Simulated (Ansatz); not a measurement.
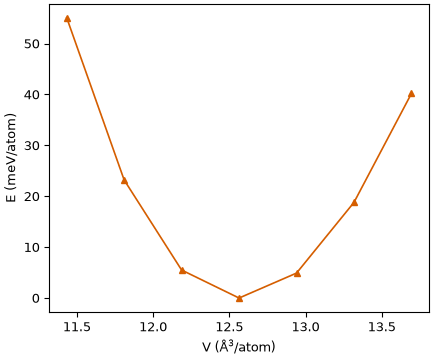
Figure. BAs in space group P6_222 (No. 180; B on 3d, As on 3c) under volume change, the program Ansatz at the PBEsol level (PAW), shape and atoms relaxed at each volume.

### Question
What does a third-order Birch–Murnaghan fit give for V₀, B₀ and B′?

### Answer
V₀ = 12.56 Å³/atom, B₀ = 147 GPa, B′ = 4.2.

A made-up cell: these elements were put on the sites of a structure type; neither database checked (COD, Materials Project) lists it. It is not the phase usual at ambient conditions (space group No. 216). The PBEsol relaxation kept the symmetry of its start; whether a distortion lowers the energy is not shown.

Potentials: the later of the program's two PAW sets.
